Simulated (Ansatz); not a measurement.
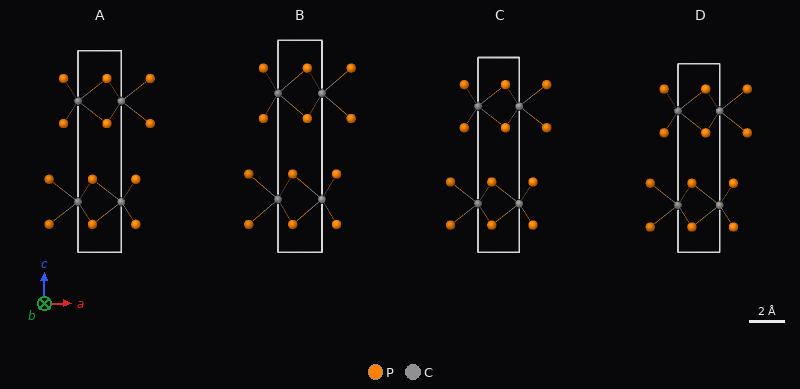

4 geometries from one relaxation of crystalline P₂C (a generated structure, set up in P6_3/mmc) (coarse preliminary run), in shuffled order. The picture is a ball-and-stick view of the cell of the calculation, seen along the b axis.

All numbers below come from Ansatz 0.2.0, DFT PBE, scalar-relativistic, plane waves, PAW. Settings: plane-wave cutoff 420 eV; k-point mesh 6 × 6 × 2; occupations gaussian; smearing width 0.1 eV; no spin polarisation; cell and atoms relaxed; force threshold 0.04 eV/Å; at most 70 steps.

Order the frames from highest to lowest energy.

B, A, C, D. They are steps 0, 1, 2, 6, at +1.893 eV per cell of the calculation, +0.410 eV per cell of the calculation, +46.2 meV per cell of the calculation relative to the last. The energy falls by 1.893 eV per cell of the calculation in 5 accepted moves (6 points after the start). Largest force component: 2.4 eV/Å at the start, 0.0054 eV/Å at the end. The pressure goes from −18.71 to −0.05 GPa. At 1 point the geometry stayed and the basis and grid were re-selected for the new cell (energy shift of 5.3 meV per cell of the calculation at most each time). The largest moves relative to the cell, 0.031 Å, are those of P atoms. C stays in place. Cell: a = b 2.967 → 2.807 Å (−5.4 %), c 12.396 → 11.021 Å (−11.1 %). Volume −20.4 %. Some distances before and after: P–P 2.949 → 2.561 Å, C–P 2.260 → 2.066 Å. Bond angles that change, for instance: P–C–P 81.4° → 76.6°, C–P–C 82.0° → 85.6°, P–C–P 82.0° → 85.6°. The space group stays P6_3/mmc (No. 194). Cost: 23 s on 1 thread of Intel(R) Xeon(R) Processor @ 2.70GHz, on a shared host, peak memory 0.37 GiB.
